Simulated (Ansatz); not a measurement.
CH5AlB: several calculations on one system

Part 1: Relaxation

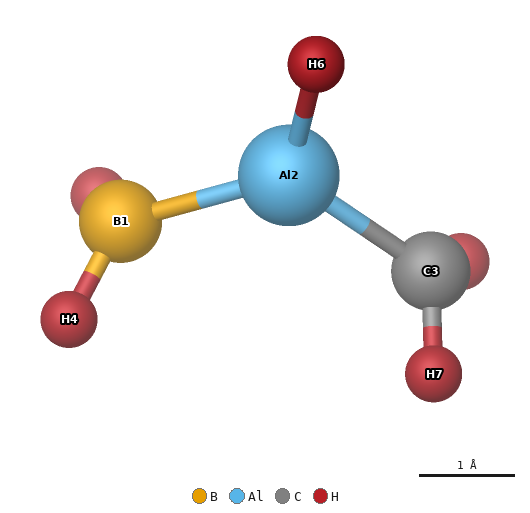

This is the input geometry for a relaxation of CH5AlB (charge −1). A ball-and-stick model, seen from a free direction.

The run prepares an end point of a later path (torsion) calculation, from a guessed geometry.

All numbers below come from Ansatz, RKS PBE/def2-SVP.

Input
```yaml
crystal:
  periodic: [false, false, false]
  atoms:
    - { symbol: B, position_ang: [-0.93581, 1.06464, -0.88863] }
    - { symbol: Al, position_ang: [0.40765, 0.57075, 0.52677] }
    - { symbol: C, position_ang: [0.7929, -1.27772, 0.70048] }
    - { symbol: H, position_ang: [-2.10205, 0.80788, -0.7274] }
    - { symbol: H, position_ang: [-0.64762, 0.97938, -2.05583] }
    - { symbol: H, position_ang: [1.20274, 1.59596, 1.54816] }
    - { symbol: H, position_ang: [-0.01553, -1.95273, 1.03811] }
    - { symbol: H, position_ang: [1.29771, -1.78816, -0.14166] }
total_charge: -1
basis:
  gaussian: { orbitals: def2-SVP }
hamiltonian:
  xc: pbe
relax:
  f_tol: 0.015
  max_steps: 40
```

Command:
```bash
ansatz run input.yaml --threads 1 --pin off --max-ram 2048MiB --backend cpu --events-out ev --progress --plain --runs-dir out
```

**Predict the outcome.**

After 15 accepted moves (16 points after the start) the energy has fallen by 2.164 eV. Largest force component: 0.78 eV/Å at the start, 0.0057 eV/Å at the end. The line search rejected the trial step at point 13 of the run. The largest move after the best rigid fit is that of C3, 1.08 Å. By element the largest moves are C 1.08 Å, H 1.02 Å, B 0.98 Å, Al 0.90 Å. Some distances before and after: B1–C3 3.317 → 1.496 Å, Al2–C3 1.896 → 2.337 Å, B1–Al2 2.013 → 2.389 Å, Al2–H6 1.651 → 1.694 Å. New bonds form: B1–C3 (3.32 → 1.50 Å). Among the angles between lasting bonds that change: B1–Al2–C3 116.1° → 36.9°, C3–Al2–H6 116.8° → 80.6°, Al2–B1–H4 120.0° → 102.3°. The run took 33 s on 1 thread of Arm Neoverse V1 (shared host), peak memory 0.13 GiB.

History of the run:

```
step  E − E(0), eV  largest force component, eV/Å      note
   0        0.0000                         0.7817          
   1       -0.1425                         0.1818          
   2       -0.1908                         0.1943          
   3       -0.2953                         0.4803          
   4       -0.5284                         0.9383          
   5       -0.9422                         1.3305          
   6       -1.3810                         1.1572          
   7       -1.4779                         2.2520          
   8       -1.7268                         0.7312          
   9       -1.7721                         0.6496          
  10       -1.9479                         0.5776          
  11       -2.0658                         0.7876          
  12       -2.1407                         0.5429          
  13       -2.1402                         0.5467  rejected
  14       -2.1628                         0.0802          
  15       -2.1636                         0.0555          
  16       -2.1639                         0.0057
```

The structure at the end:

```xyz
8

B    -0.7566    0.1031   -0.8202
Al    0.4765    1.4478    0.7215
C     0.1222   -0.7569    0.0315
H    -1.9246    0.3479   -0.5056
H    -0.3764    0.5389   -1.9104
H     1.5329    0.6540    1.7810
H    -0.2130   -1.2510    0.9644
H     1.1390   -1.0838   -0.2623
```

After the run, drawn alike:

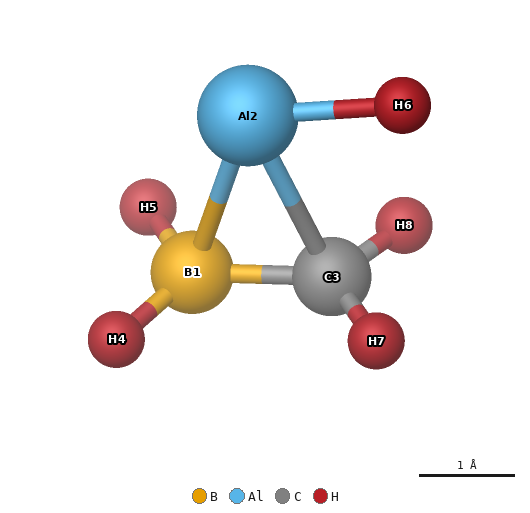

Limits of the set-up: the basis has no diffuse functions, which an anion needs.

Part 2: Relaxation

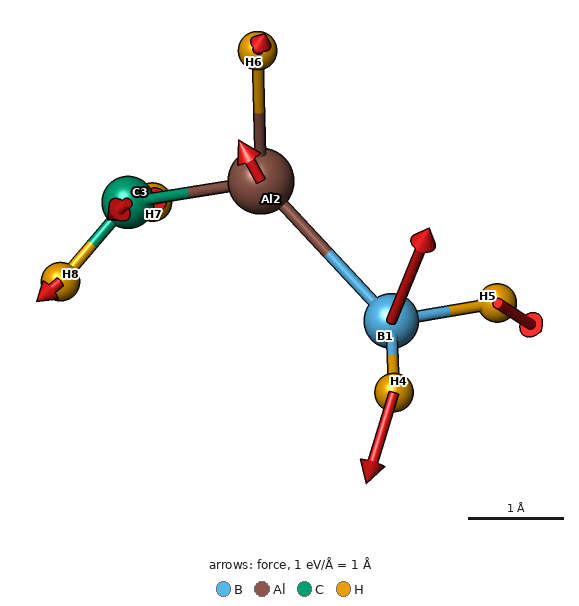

Starting geometry of CH5AlB (charge −1) with the computed forces as red arrows. The picture is a ball-and-stick view, seen from a free direction.

The run prepares an end point of a later path (torsion) calculation, from a guessed geometry.

Level of theory: RKS PBE/def2-SVP (Ansatz 0.2.0). Settings: no spin polarisation; force threshold 0.015 eV/Å; at most 40 steps.

### Is this structure relaxed? If not, where do the atoms go?

It isn't relaxed: the largest force vector, on B1, is 1.47 eV/Å. The final displacements have little in common with the starting forces (cosine between the two patterns −0.12). C3 moves most after the best rigid fit: 1.19 Å. By element the largest moves are C 1.19 Å, H 1.14 Å, Al 1.02 Å, B 0.73 Å. Some distances before and after: B1–C3 3.317 → 1.495 Å, Al2–C3 1.896 → 2.337 Å, B1–Al2 2.013 → 2.387 Å, Al2–H6 1.651 → 1.693 Å. New bonds form: B1–C3 (3.32 → 1.50 Å). Bond angles that change, for instance: B1–Al2–C3 116.1° → 36.9°, C3–Al2–H6 116.8° → 80.7°, Al2–B1–H4 120.0° → 102.2°. The energy falls by 59.1 kcal/mol in 18 geometry steps. The largest force component goes from 1.5 to 0.0046 eV/Å.

Limits of the set-up: the basis has no diffuse functions, which an anion needs.

Part 3: Path

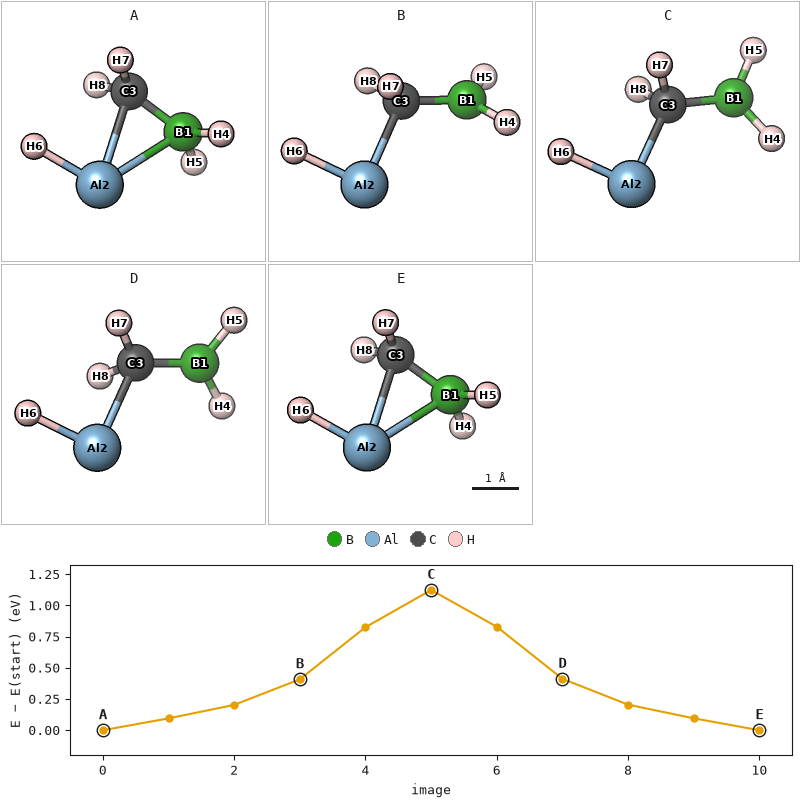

A search for the minimum-energy path of CH₅AlB (charge −1) by the nudged elastic band. Images are numbered from 0 (start) to 10 (end). Frames A to E are images 0, 3, 5, 7, 10. The picture is a ball-and-stick view, seen at a tilt.

These are results of Ansatz 0.2.0, RKS PBE/def2-SVP, not measurements. Set-up: 9 movable images; climbing image; force threshold 0.03 eV/Å; iteration limit 60; starting path by image-dependent pair potential.

> Read off the barrier and say what moves.

The barrier is about 1.12 eV in both directions, with image 5 at the top; the ends have the same energy. The motion is a rotation about the B1–Al2 bond. No bond forms or breaks between the ends. Bond angles that change up to the highest image, for instance: B1–C3–Al2 73.4° → 124.7°, B1–C3–H7 123.9° → 105.9°. The band converged in 11 iterations. The largest component of the band force went from 3.6 to 0.03 eV/Å. The climbing image converged on the top of the path. Its vibrational analysis gives 2 imaginary modes over 30i cm⁻¹, so it isn't confirmed as a transition state.

Limits of the set-up: the basis has no diffuse functions, which an anion needs.

The run took 3.1 min on 1 thread of Arm Neoverse V1 (shared host), peak memory 0.13 GiB.
